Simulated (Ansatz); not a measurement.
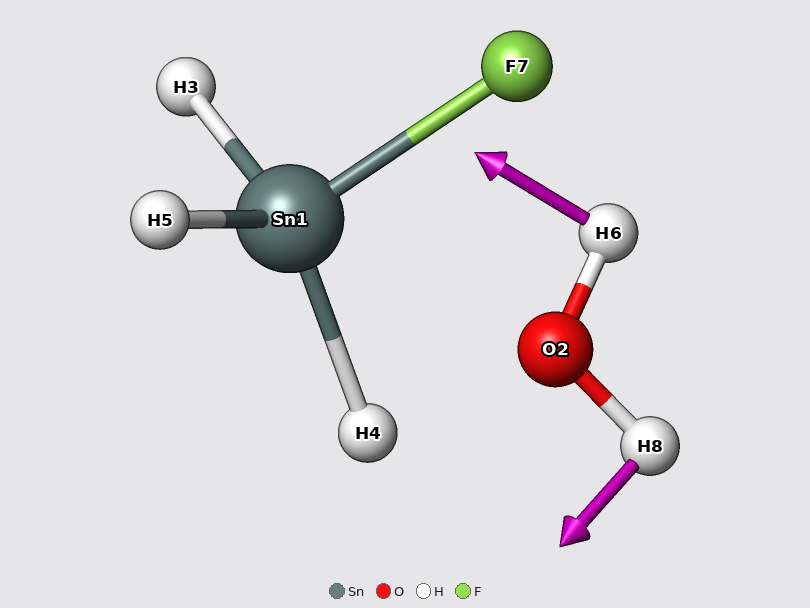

The arrows show one normal mode. Harmonic vibrations computed with RKS PBE0-D4/def2-TZVP, core potentials on Sn (Ansatz 0.2.0) at a stationary point of the same level.

What kind of motion is it?

Mostly H–O–H bending.

Estimate its harmonic wavenumber.

1634 cm⁻¹; it is mode 13 of 18 counted from the lowest.
